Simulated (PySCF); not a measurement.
Input file:

```
{"job": {"kind": "nmr", "xc": "PBE0", "basis": "pcSseg-1"}, "charge": 0, "multiplicity": 1}
C      3.026195    -1.431651    -0.065185
C      2.366182    -0.578402    -0.585105
C      1.551413     0.449263    -1.183631
Si     0.102423     0.962785    -0.032482
C      0.833624     1.720594     1.549649
C     -0.968594    -0.566334     0.389280
C     -1.492811    -1.259600    -0.866818
C     -2.135260    -0.193479     1.301618
H      3.617952    -2.178271     0.373399
H      2.178298     1.317870    -1.392930
H      1.169652     0.087479    -2.139679
H     -0.707670     1.958183    -0.762743
H      1.496537     2.548185     1.316939
H      0.059253     2.098060     2.209628
H      1.411684     0.984809     2.101968
H     -0.343875    -1.289620     0.925632
H     -0.671550    -1.618270    -1.482444
H     -2.096747    -0.575875    -1.460165
H     -2.113275    -2.114830    -0.600905
H     -1.777917     0.240056     2.232325
H     -2.731081    -1.073227     1.542859
H     -2.784842     0.531660     0.815588
```

Launched as:

```sh
OMP_NUM_THREADS=1 python probes_run.py task.json out
```

Geometry: GFN2-xTB.

The calculation used PBE0/pcSseg-1, SCF density, gas phase, non-relativistic in PySCF 2.14.0.

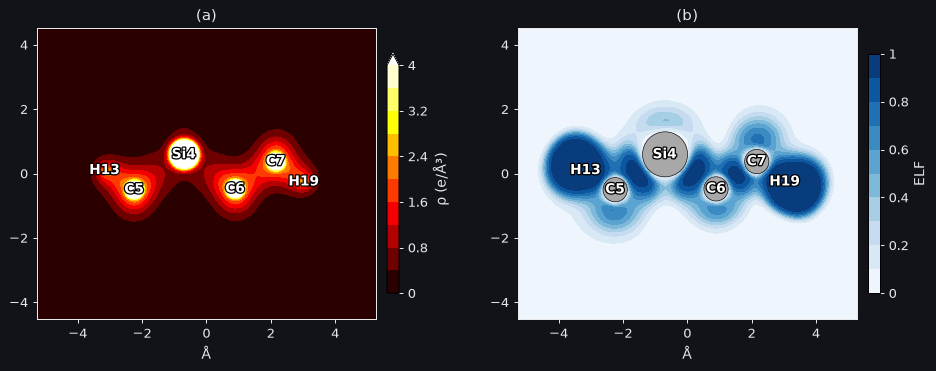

C₇H₁₄Si. (a) total electron density; (b) electron localisation function on the plane of atoms C5, Si4 and C6. Grey discs cover the atomic cores in the ELF map.

Describe what can be read from this map.

- Atoms in the plane: Si, C and H.
- C–Si (1.90 Å): ρ is about 0.92 e/Å³ halfway; the ELF peaks at about 0.95 between the atoms (localised, covalent bonding).
